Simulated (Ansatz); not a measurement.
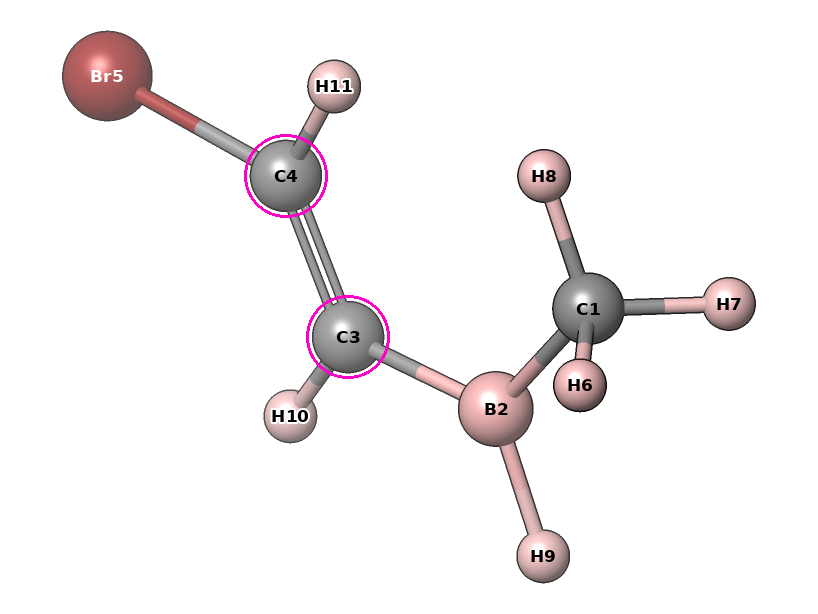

Depth is shown by fading: the farther an atom, the more it takes the colour of the background. Circles mark the stereogenic atoms. The geometry was computed by an optimisation with PBE-D4/def2-SVP. No frequency run is at hand to confirm it as a minimum.

Question: Assign CIP descriptors.

Answer: C3=C4: E.
